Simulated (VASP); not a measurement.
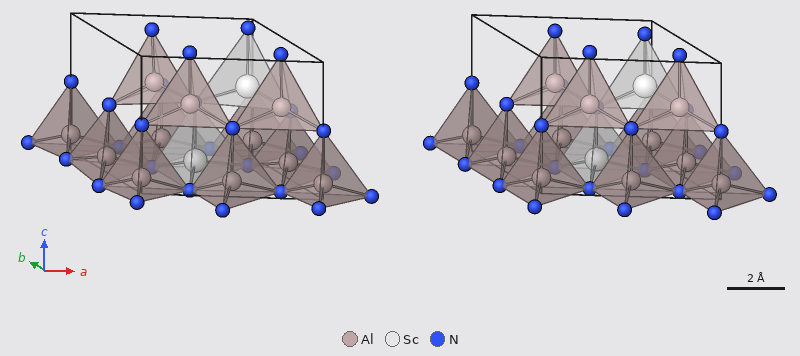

Two geometries of a crystal of ScAl3N4 (a generated structure, set up in Cmc2_1), drawn at one scale. One is the start of a relaxation, the other its converged end. A polyhedral model of the cell of the calculation (origin shifted), seen slightly off an axis.

Computed with VASP, Kohn-Sham DFT of a periodic cell, PBEsol, VASP PAW PBE potentials, recommended. Set-up: plane-wave cutoff 520 eV; k-point mesh 4 × 4 × 5; occupations gaussian; smearing width 0.03 eV; no spin polarisation.

### Which of the two is the end point?

The left one is the relaxed one. The run lets cell and atoms move. The energy falls by 109 meV per atom in 18 geometry steps. The largest force component goes from 3.2 to 0.0042 eV/Å. The pressure goes from 10.85 to 0.00 GPa. The largest moves relative to the cell, 0.18 Å, are those of N atoms. By element the largest moves are N 0.18 Å, Sc 0.08 Å, Al 0.03 Å. Cell: a 6.374 → 6.448 Å (+1.2 %), b 6.374 → 6.478 Å (+1.6 %), c 4.957 → 4.999 Å (+0.8 %), γ 120.0° → 120.2°. Volume +3.5 %. Some distances before and after: N–Sc 1.894 → 2.121 Å, N–Sc 1.931 → 2.052 Å, Sc–Sc 3.087 → 3.189 Å, Al–N 1.931 → 1.890 Å. Among the angles between lasting bonds that change: Al–N–Al 111.2° → 119.9°, Sc–N–Sc 107.6° → 100.0°, N–Sc–N 107.6° → 101.4°. The space group stays Cmc2_1 (No. 36).
